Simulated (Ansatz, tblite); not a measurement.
# Diborane mono Cl (B2H5Cl): removing an electron

Aim: the energy of removing an electron for diborane mono Cl (B2H5Cl), by energy differences, and how well orbital energies stand in for it.

The runs use Ansatz 0.2.0, Gaussian basis; as each input shows.

Levels to be run: charge +1 doublet, at the geometry of the singlet (PBE0-D4/def2-TZVP, PBE-D4/def2-TZVP, r2SCAN-D4/def2-TZVP, CCSD(T)/def2-TZVPP); the starting singlet's energies come from earlier runs.

## Step 1: The structure

The geometry is that of the singlet, from an earlier relaxation (PBE-D4/def2-TZVP).

8 atoms, charge 0, spin multiplicity 1.

Atoms are counted from 1 here; the program's logs count them from 0.

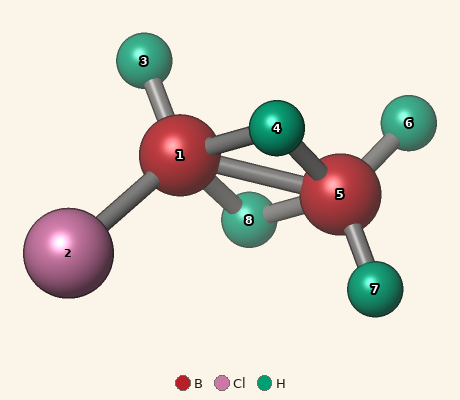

The geometry (boron red, chlorine pink, hydrogen teal); atoms are numbered from 1 in the order of the file.

As a file:

```
B    -0.59790   -0.09970    0.58166
Cl   -0.14056   -0.82309    2.13843
H    -1.73707    0.21962    0.41176
H     0.19525    0.93879    0.26702
B     0.58089    0.15226   -0.70318
H     0.18481    0.64528   -1.71857
H     1.71782   -0.17027   -0.52491
H    -0.20324   -0.86291   -0.45222
```

## Step 2: Charge +1 doublet at the fixed geometry, PBE0-D4/def2-TZVP

in.yaml reads:

```yaml
crystal:
  periodic: [false, false, false]
  atoms:
    - {symbol: B, position_ang: [-0.597902, -0.099699, 0.581661]}
    - {symbol: Cl, position_ang: [-0.140563, -0.823087, 2.138432]}
    - {symbol: H, position_ang: [-1.737070, 0.219625, 0.411762]}
    - {symbol: H, position_ang: [0.195254, 0.938790, 0.267019]}
    - {symbol: B, position_ang: [0.580889, 0.152260, -0.703176]}
    - {symbol: H, position_ang: [0.184813, 0.645283, -1.718571]}
    - {symbol: H, position_ang: [1.717816, -0.170266, -0.524912]}
    - {symbol: H, position_ang: [-0.203237, -0.862905, -0.452216]}
basis:
  gaussian: {orbitals: def2-TZVP}
total_charge: 1
magnetization: {spin_polarized: true, initial_magnetization: 1}
hamiltonian: {xc: pbe0, dispersion: d4}
output: {orbitals: {seedname: orbitals}}
```

On the command line:

```bash
ansatz run in.yaml --threads 4 --pin off --events-out ev --progress --plain --max-ram 3916MiB
```

The log of the run:

```text
Functional definition: PBE0
  name "PBE0"
  cite "Adamo & Barone, J. Chem. Phys. 110, 6158 (1999) doi:10.1063/1.478522"
  cite "Perdew, Burke & Ernzerhof, Phys. Rev. Lett. 77, 3865 (1996) doi:10.1103/PhysRevLett.77.3865"
  parent pbe
  parameter a = 0.25
  parameter kappa = 0.804
  parameter beta = 0.06672455060314922
  exchange = (1 - a)*pbe_x(kappa = kappa, mu = beta*pi^2/3) + a*exact_x
  correlation = pbe_c(beta = beta)
826 factors; their error is unknown
mean field evaluation 1: about -13935.5364 eV, gradient 2.8e1 eV
mean field evaluation 2: about -13928.5597 eV, gradient 3.9e1 eV
mean field evaluation 4: about -13940.4457 eV, gradient 3.7e0 eV
mean field evaluation 8: about -13940.5674 eV, gradient 2.7e-1 eV
mean field evaluation 16: about -13940.6026 eV, gradient 3.6e-3 eV
mean field evaluation 32: about -13940.4807 eV, gradient 7.9e-1 eV
mean field -13940.60258150 eV, -512.3076955903 hartree, gradient 2.8e-5 eV, S^2 0.755211; 5 other end points of the search recorded, 0 dependent functions left out
reference -13940.60261189 eV, -512.3076967070 hartree; 16, 15 occupied and 113, 114 virtual orbitals, 826 factors
Total energy: -13940.68276087 eV, -512.3106421278 hartree
```

It took 3 s on 4 threads of Arm Neoverse V1, shared host.

From the report: HOMO -15.46 eV, LUMO -13.67 eV (over both spins); ⟨S²⟩ 0.755 (pure: 0.75).

## Step 3: Charge +1 doublet at the fixed geometry, PBE-D4/def2-TZVP

start.molden holds the orbitals of an earlier run on this state, given as this run's starting guess.

Changes to in.yaml since step 2:

```diff
@@ -12,6 +12,7 @@
 basis:
-  gaussian: {orbitals: def2-TZVP}
+  gaussian: {orbitals: def2-TZVP, initial_orbitals: start.molden}
 total_charge: 1
 magnetization: {spin_polarized: true, initial_magnetization: 1}
-hamiltonian: {xc: pbe0, dispersion: d4}
+hamiltonian: {xc: pbe, dispersion: d4}
+scf: {omitted_lower_state_checks: [starts]}
 output: {orbitals: {seedname: orbitals}}
```

Same command.

The log of the run:

```text
Functional definition: PBE
  name "PBE"
  cite "Perdew, Burke & Ernzerhof, Phys. Rev. Lett. 77, 3865 (1996) doi:10.1103/PhysRevLett.77.3865"
  parent pbe
  parameter kappa = 0.804
  parameter beta = 0.06672455060314922
  exchange = pbe_x(kappa = kappa, mu = beta*pi^2/3)
  correlation = pbe_c(beta = beta)
these checks for a lower state are left out or cut short: starts
814 factors; their error is unknown
mean field evaluation 1: about -13939.2501 eV, gradient 6.6e0 eV
mean field evaluation 2: about -13939.3569 eV, gradient 3.1e-1 eV
mean field evaluation 4: about -13939.3646 eV, gradient 8.6e-3 eV
mean field evaluation 8: about -13939.3560 eV, gradient 2.2e-5 eV
mean field evaluation 16: about -13939.3560 eV, gradient 3.6e-6 eV
mean field -13939.35598150 eV, -512.2618838853 hartree, gradient 3.6e-6 eV, S^2 0.752345; 0 other end points of the search recorded, 0 dependent functions left out
reference -13939.35602242 eV, -512.2618853890 hartree; 16, 15 occupied and 113, 114 virtual orbitals, 814 factors
Total energy: -13939.45233504 eV, -512.2654248126 hartree
Checks for a lower state left out: starts
```

It took 1.7 s on 4 threads of Arm Neoverse V1, shared host.

Report: HOMO -14.30 eV, LUMO -14.33 eV (over both spins; with the spin held, an empty level of the minority spin lies below the top filled one); ⟨S²⟩ 0.752 (pure: 0.75).

## Step 4: Charge +1 doublet at the fixed geometry, r2SCAN-D4/def2-TZVP

Changes to in.yaml since step 3:

```diff
@@ -15,3 +15,3 @@
 magnetization: {spin_polarized: true, initial_magnetization: 1}
-hamiltonian: {xc: pbe, dispersion: d4}
+hamiltonian: {xc: r2scan, dispersion: d4}
 scf: {omitted_lower_state_checks: [starts]}
```

Launched as before.

The log of the run, cut to the lines that bear on the results:

```text
Functional definition: r2SCAN
  name "r2SCAN"
  cite "Furness, Kaplan, Ning, Perdew & Sun, J. Phys. Chem. Lett. 11, 8208 (2020) doi:10.1021/acs.jpclett.0c02405"
  cite "Furness, Kaplan, Ning, Perdew & Sun, J. Phys. Chem. Lett. 11, 9248 (2020) doi:10.1021/acs.jpclett.0c03077"
  parent r2scan
[...]
814 factors; their error is unknown
[...]
mean field -13945.08447505 eV, -512.4724021403 hartree, gradient 6.8e-6 eV, S^2 0.755475; 0 other end points of the search recorded, 0 dependent functions left out
reference -13945.08448895 eV, -512.4724026512 hartree; 16, 15 occupied and 113, 114 virtual orbitals, 814 factors
Total energy: -13945.10674762 eV, -512.4732206422 hartree
Checks for a lower state left out: starts
```

It took 3.3 s on 4 threads of Arm Neoverse V1, shared host.

HOMO -14.54 eV, LUMO -14.35 eV (over both spins); ⟨S²⟩ 0.755 (pure: 0.75).

## Step 5: Charge +1 doublet at the fixed geometry, CCSD(T)/def2-TZVPP

Changes to in.yaml since step 4:

```diff
@@ -12,7 +12,7 @@
 basis:
-  gaussian: {orbitals: def2-TZVP, initial_orbitals: start.molden}
+  gaussian: {orbitals: def2-TZVPP, initial_orbitals: start.molden}
 total_charge: 1
 magnetization: {spin_polarized: true, initial_magnetization: 1}
-hamiltonian: {xc: r2scan, dispersion: d4}
-scf: {omitted_lower_state_checks: [starts]}
+correlation: {method: ccsd_t}
+scf: {omitted_lower_state_checks: [starts, cluster_reference]}
 output: {orbitals: {seedname: orbitals}}
```

Launched as before.

The log of the run, cut to the lines that bear on the results:

```text
Functional definition: HF
  name "HF"
  cite "Fock, Z. Phys. 61, 126 (1930) doi:10.1007/BF01340294"
  parent pbe
[...]
1001 factors; integrals over basis functions are off by at most 1.4e-3 eV
[...]
mean field -13916.53867178 eV, -511.4233632193 hartree, gradient 2.1e-6 eV, S^2 0.762852; 0 other end points of the search recorded, 0 dependent functions left out
7 core orbitals not correlated: weight in the atoms' cores, before any rotation towards them, 1.000 or more for the frozen orbitals, at most 0.000 for the correlated occupied ones
reference -13916.53867178 eV, -511.4233632193 hartree; 9, 8 occupied and 158, 159 virtual orbitals, 1001 factors
second order -10.91562665 eV of doubles, -0.00000000 eV of singles
cycle   1  -11.92900619 eV  change    -1.0e0 eV  update   8.3e-2
[...]
cycle  16  -12.38839437 eV  change   -3.9e-6 eV  update   1.4e-5
perturbative correction -0.48194551 eV, -0.0177111710 hartree
Total energy: -13929.40901166 eV, -511.8963394861 hartree
Checks for a lower state left out: starts, cluster_reference
```

Wall time 5.2 min (4 threads of Arm Neoverse V1, shared host); peak memory 1.5 GiB.

Report: Hartree-Fock HOMO -18.70 eV, LUMO -9.02 eV (over both spins); ⟨S²⟩ 0.763 (pure: 0.75); T1 0.029.

## Step 6: Vertical ionisation energy

Charged state less starting state, singlet to doublet; the starting state's energies are those of its earlier runs.

Differences are taken before rounding.

```
             method  vertical ionisation energy (eV)  from CCSD(T)/def2-TZVPP (eV)     time
      HF/def2-TZVPP                            10.56                         -0.92         
   PBE-D4/def2-TZVP                            10.99                         -0.50    2.4 s
r2SCAN-D4/def2-TZVP                            11.16                         -0.33    4.9 s
  PBE0-D4/def2-TZVP                            11.30                         -0.18    4.3 s
     MP2/def2-TZVPP                            11.69                         +0.20         
    CCSD/def2-TZVPP                            11.45                         -0.03         
 CCSD(T)/def2-TZVPP                            11.49                             0  5.4 min
```

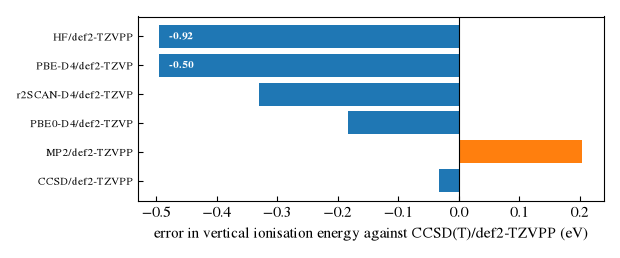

How far each level lands from CCSD(T)/def2-TZVPP. Bars with a number in them are cut short.

Times add the two runs; a level without a time comes out of a correlated run.

Beside −ε(HOMO) of the starting state:

```
              level  −ε(HOMO) (eV)  by difference (eV)  mismatch (eV)
   PBE-D4/def2-TZVP           7.46               10.99          -3.52
r2SCAN-D4/def2-TZVP           7.79               11.16          -3.37
  PBE0-D4/def2-TZVP           8.85               11.30          -2.45
```

## Step 7: Outcome

```
                                            quantity                                 value
vertical ionisation energy, functionals in def2-TZVP  10.99 (PBE-D4) to 11.30 eV (PBE0-D4)
      vertical ionisation energy, CCSD(T)/def2-TZVPP                              11.49 eV
```

What this shows: The vertical ionisation energy spans 10.99 to 11.30 eV over the functionals, beside 11.49 eV from CCSD(T)/def2-TZVPP. −ε(HOMO) misses the level's own difference by -2.45 eV at best (PBE0-D4) and -3.52 eV at worst (PBE-D4). CCSD(T)/def2-TZVPP isn't at the basis-set limit; small misses against it rank nothing.
